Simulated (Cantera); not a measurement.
Input: 1 mol Zr, a varied amount of H₂O, 2.9 mol N₂, equilibrated at 2477 °C and 1.30e-5 bar.

Method: chemical equilibrium by Gibbs-energy minimisation in Cantera with the NASA 1993 tables (ideal gas, pure condensed phases). Candidate condensed phases: H₂O, Zr, ZrN, ZrO₂; 28 gas species. Rates play no part.

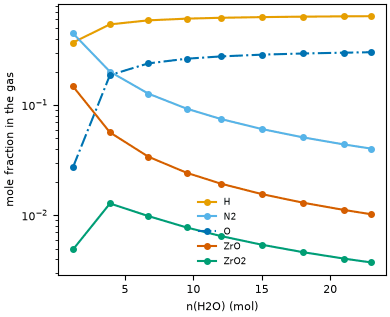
Equilibrium gas composition (values under 1e-9 drawn at 1e-9)

From 1.2 mol H₂O to 23 mol H₂O nothing is condensed. The main Zr-bearing gas is ZrO throughout.
